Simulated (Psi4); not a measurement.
# CH4Si (SMILES C[SiH]) at wB97X/def2-TZVP

What is the vertical singlet–triplet gap of CH4Si at wB97X/def2-TZVP? Input form: a QCSchema input.

The results are computed with Psi4 1.11.

1 further run of the same task is left out (set aside as unsound or not needed).

### Step 1. The system as given

CH4Si: 6 atoms, total charge 0, spin state singlet. As SMILES, `C[SiH]`. The shape is that of a PBE0-D4/def2-TZVP optimisation.

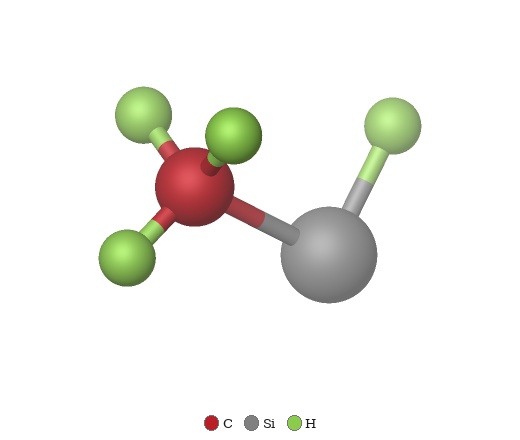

The structure, seen from a chosen angle (carbon red, silicon grey, hydrogen green).

### Step 2. The energy at wB97X/def2-TZVP

Input file job.json:

```json
{
 "schema_name": "qcschema_input",
 "schema_version": 1,
 "molecule": {
  "schema_name": "qcschema_molecule",
  "schema_version": 2,
  "symbols": ["C", "Si", "H", "H", "H", "H"],
  "geometry": [-0.17668939, -0.69163976, -0.69976558, 1.73344577, 0.39646454, 2.12083963, -2.18622415, -0.77497668, -0.19313001, 0.40629112, -2.52391821, -1.44186103, -0.04535343, 0.72187538, -2.21249135, 0.26871905, 2.87238371, 2.42640834],
  "molecular_charge": 0,
  "molecular_multiplicity": 1,
  "fix_symmetry": "c1"
 },
 "driver": "energy",
 "model": {
  "method": "wb97x",
  "basis": "def2-TZVP"
 },
 "keywords": {
  "puream": true,
  "e_convergence": 1e-09,
  "d_convergence": 1e-08,
  "scf_type": "pk",
  "dft_radial_points": 99,
  "dft_spherical_points": 590
 }
}
```

Launch:

```bash
$ psi4 --qcschema job.json -n 1 --memory 2200MB
```

stdout, cut to the lines that bear on the results:

```text
[...]
  Running in c1 symmetry.
[...]
  Nuclear repulsion =   48.603693730984361
[...]
  Multiplicity = 1
[...]
  Nalpha       = 12
  Nbeta        = 12
[...]
    Number of basis functions: 92
[...]
   @RKS iter   1:  -329.80343310480930   -5.45995e-01   5.99874e-03 ADIIS/DIIS
[...]
   @RKS iter  10:  -329.94010219362718   -2.71712e-11   9.16561e-09 DIIS
[...]
    Orbital Energies [Eh]
    ---------------------
    Doubly Occupied:
       1A    -66.124214     2A    -10.242035     3A     -5.381467
       4A     -3.743805     5A     -3.734334     6A     -3.730589
       7A     -0.830802     8A     -0.590486     9A     -0.519189
      10A     -0.513525    11A     -0.413081    12A     -0.315218
[...]
  @RKS Final Energy:  -329.94010219362718
   => Energetics <=
    Nuclear Repulsion Energy =             48.6036937309843609
    One-Electron Energy =                -551.0987379310245160
    Two-Electron Energy =                 192.9041899308021470
    DFT Exchange-Correlation Energy =     -20.3492479243891644
    Empirical Dispersion Energy =           0.0000000000000000
    VV10 Nonlocal Energy =                  0.0000000000000000
    Total Energy =                       -329.9401021936271832
[...]
 Multipole Moments:
 ------------------------------------------------------------------------------------
     Multipole            Electronic (a.u.)      Nuclear  (a.u.)        Total (a.u.)
 ------------------------------------------------------------------------------------
 L = 1.  Multiply by 2.5417464519 to convert [e a0] to [Debye]
 Dipole X            :          2.4963704           -2.7843295           -0.2879591
 Dipole Y            :         -0.0641908            0.0109674           -0.0532235
 Dipole Z            :          2.5830507           -2.9256978           -0.3426471
 Magnitude           :                                                    0.4507330
[...]
```

The result, in JSON:

```text
{
 "driver": "energy",
 "model": {
  "method": "wb97x",
  "basis": "def2-TZVP"
 },
 "success": true,
 "return_result": -329.9401021936272,
 "properties": {
  "calcinfo_nbasis": 92,
  "calcinfo_nmo": 92,
  "calcinfo_nalpha": 12,
  "calcinfo_nbeta": 12,
  "calcinfo_natom": 6,
  "nuclear_repulsion_energy": 48.60369373098436,
  "return_energy": -329.9401021936272,
  "scf_one_electron_energy": -551.0987379310245,
  "scf_two_electron_energy": 192.90418993080215,
  "scf_xc_energy": -20.349247924389164,
  "scf_dipole_moment": [-0.2879590992872201, -0.053223465504439293, -0.34264713274476755],
  "scf_total_energy": -329.9401021936272,
  "scf_iterations": 10
 }
}
```

Wall time 22 s (1 thread of Intel Xeon Platinum 8488C (Sapphire Rapids), shared host); peak memory 1.2 GiB.

### Step 3. The triplet: energy and gradient at U-wB97X/def2-TZVP

Input file job.json:

```json
{
  "schema_name": "qcschema_input",
  "schema_version": 1,
  "molecule": {
    "schema_name": "qcschema_molecule",
    "schema_version": 2,
    "symbols": ["C", "Si", "H", "H", "H", "H"],
    "geometry": [-0.17668939, -0.69163976, -0.69976558, 1.73344577, 0.39646454, 2.12083963, -2.18622415, -0.77497668, -0.19313001, 0.40629112, -2.52391821, -1.44186103, -0.04535343, 0.72187538, -2.21249135, 0.26871905, 2.87238371, 2.42640834],
    "molecular_charge": 0,
    "molecular_multiplicity": 3,
    "fix_symmetry": "c1"
  },
  "driver": "gradient",
  "model": {
    "method": "wb97x",
    "basis": "def2-TZVP"
  },
  "keywords": {
    "reference": "uks",
    "puream": true,
    "e_convergence": 1e-09,
    "d_convergence": 1e-08,
    "scf_type": "pk",
    "dft_radial_points": 99,
    "dft_spherical_points": 590,
    "maxiter": 100,
    "scf_properties": ["MULLIKEN_CHARGES", "MAYER_INDICES", "LOWDIN_CHARGES"]
  }
}
```

Launch:

```bash
$ psi4 --qcschema job.json -n 1 --memory 2200MB
```

stdout, cut to the lines that bear on the results:

```text
[...]
  Running in c1 symmetry.
[...]
  Nuclear repulsion =   48.603693730984361
[...]
  Multiplicity = 3
[...]
  Nalpha       = 13
  Nbeta        = 11
[...]
    Number of basis functions: 92
[...]
   @UKS iter   1:  -329.74217327614332   -4.84735e-01   6.04862e-03 ADIIS/DIIS
[...]
   @UKS iter  13:  -329.89035501140961   -1.13118e-11   8.20129e-09 DIIS
[...]
   @S^2 Observed:                2.002587362E+00
[...]
  @UKS Final Energy:  -329.89035501140961
   => Energetics <=
    Nuclear Repulsion Energy =             48.6036937309843609
    One-Electron Energy =                -550.9836193949111021
    Two-Electron Energy =                 192.8316669527145564
    DFT Exchange-Correlation Energy =     -20.3420963001974151
    Empirical Dispersion Energy =           0.0000000000000000
    VV10 Nonlocal Energy =                  0.0000000000000000
    Total Energy =                       -329.8903550114096106
[...]
 Multipole Moments:
 ------------------------------------------------------------------------------------
     Multipole            Electronic (a.u.)      Nuclear  (a.u.)        Total (a.u.)
 ------------------------------------------------------------------------------------
 L = 1.  Multiply by 2.5417464519 to convert [e a0] to [Debye]
 Dipole X            :          2.7399675           -2.7843295           -0.0443620
 Dipole Y            :         -0.2291510            0.0109674           -0.2181837
 Dipole Z            :          2.7149884           -2.9256978           -0.2107094
 Magnitude           :                                                    0.3065462
[...]
  -Total Gradient:
     Atom            X                  Y                   Z
    ------   -----------------  -----------------  -----------------
       1       -0.002864997169     0.013238476853     0.007387311688
       2        0.026481657665    -0.020411463406     0.012441963061
       3       -0.004554631655     0.002598158403    -0.004473591596
       4        0.002976272309    -0.000262577610     0.002899541158
       5       -0.005636290551     0.001851504308    -0.003275364654
       6       -0.016480528687     0.003063983655    -0.015002555742
[...]
```

The result, in JSON:

```text
{
 "driver": "gradient",
 "model": {
  "method": "wb97x",
  "basis": "def2-TZVP"
 },
 "success": true,
 "return_result": [-0.0028649971689550593, 0.013238476853248183, 0.007387311687746798, 0.026481657665448896, -0.02041146340623491, 0.012441963061114253, -0.0045546316548725485, 0.0025981584027959127, -0.004473591596024673, 0.0029762723087992105, -0.00026257761021389325, 0.0028995411581160258, -0.005636290551364963, 0.0018515043081043375, -0.003275364653914828, -0.016480528687104208, 0.003063983654885069, -0.015002555741819716],
 "properties": {
  "calcinfo_nbasis": 92,
  "calcinfo_nmo": 92,
  "calcinfo_nalpha": 13,
  "calcinfo_nbeta": 11,
  "calcinfo_natom": 6,
  "nuclear_repulsion_energy": 48.60369373098436,
  "return_energy": -329.8903550114096,
  "return_gradient": [-0.0028649971689550593, 0.013238476853248183, 0.007387311687746798, 0.026481657665448896, -0.02041146340623491, 0.012441963061114253, -0.0045546316548725485, 0.0025981584027959127, -0.004473591596024673, 0.0029762723087992105, -0.00026257761021389325, 0.0028995411581160258, -0.005636290551364963, 0.0018515043081043375, -0.003275364653914828, -0.016480528687104208, 0.003063983654885069, -0.015002555741819716],
  "scf_one_electron_energy": -550.9836193949111,
  "scf_two_electron_energy": 192.83166695271456,
  "scf_xc_energy": -20.342096300197415,
  "scf_dipole_moment": [-0.044361967554571446, -0.21818367867949917, -0.2107094209548297],
  "scf_total_energy": -329.8903550114096,
  "scf_total_gradient": [-0.0028649971689550593, 0.013238476853248183, 0.007387311687746798, 0.026481657665448896, -0.02041146340623491, 0.012441963061114253, -0.0045546316548725485, 0.0025981584027959127, -0.004473591596024673, 0.0029762723087992105, -0.00026257761021389325, 0.0028995411581160258, -0.005636290551364963, 0.0018515043081043375, -0.003275364653914828, -0.016480528687104208, 0.003063983654885069, -0.015002555741819716],
  "scf_iterations": 13
 }
}
```

It took 37 s on 1 thread of Intel Xeon Platinum 8488C (Sapphire Rapids), shared host; peak memory 1.2 GiB.

### Step 4. Outcome

At wB97X/def2-TZVP:

| quantity | value |
| --- | --- |
| singlet: total energy | -329.94010 Eh |
| singlet: dipole moment | 1.15 D |
| singlet: HOMO energy | -8.58 eV |
| singlet: LUMO energy | -0.40 eV |
| singlet: HOMO–LUMO gap | 8.18 eV |
| triplet: total energy | -329.89036 Eh |
| triplet: dipole moment | 0.78 D |
| triplet: HOMO energy (highest over α and β) | -7.26 eV |
| triplet: LUMO energy (lowest over α and β) | -2.25 eV |
| triplet: ⟨S²⟩ | 2.003 |
| triplet: largest force on an atom | 1.834 eV/Å |
| vertical energy of the triplet above the singlet | 1.354 eV |

In words: At this shape the triplet lies 1.35 eV (31 kcal/mol) above the singlet. Mulliken charges (triplet) run from -0.43 on C1 to +0.14 on H3.
